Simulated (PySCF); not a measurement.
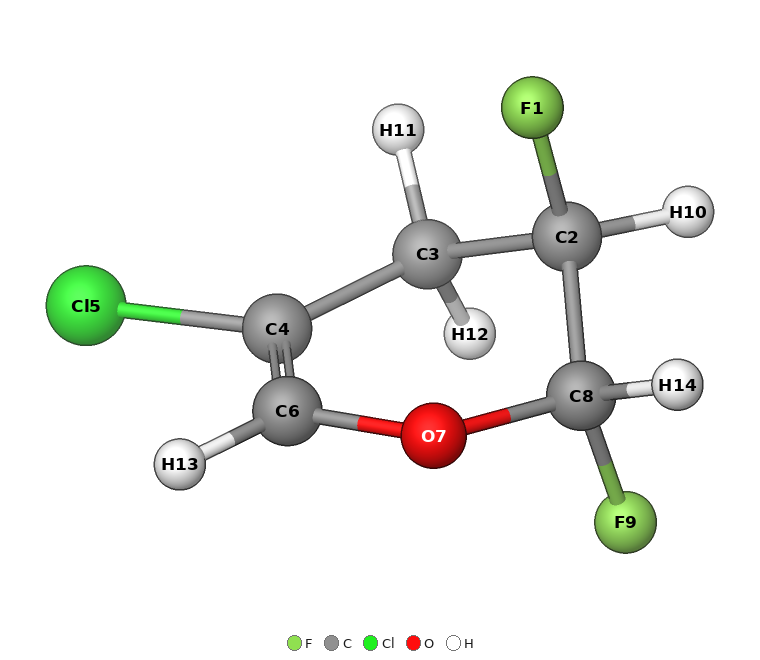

The computed structure is the end point of a PBE0-D3(BJ)/def2-SVP optimisation. No frequency run is at hand to confirm it as a minimum. Method: TDDFT PBE0/def2-SVPD, vertical, gas phase, core orbitals frozen in the response (PySCF 2.14.0), and the same with a continuum solvent (IEF-PCM, Bondi radii x 1.2, gas-phase geometry).

How do dipole (D), HOMO–LUMO gap (eV), lowest singlet (eV) change in acetone (ε = 20.5), dimethylsulfoxide (ε = 46.8)?

| medium | dipole (D) | HOMO–LUMO gap (eV) | lowest singlet (eV) |
| --- | --- | --- | --- |
| gas phase | 1.52 | 6.86 | 5.83 |
| acetone | 2.12 | 6.93 | 5.85 |
| dimethylsulfoxide | 2.15 | 6.93 | 5.85 |
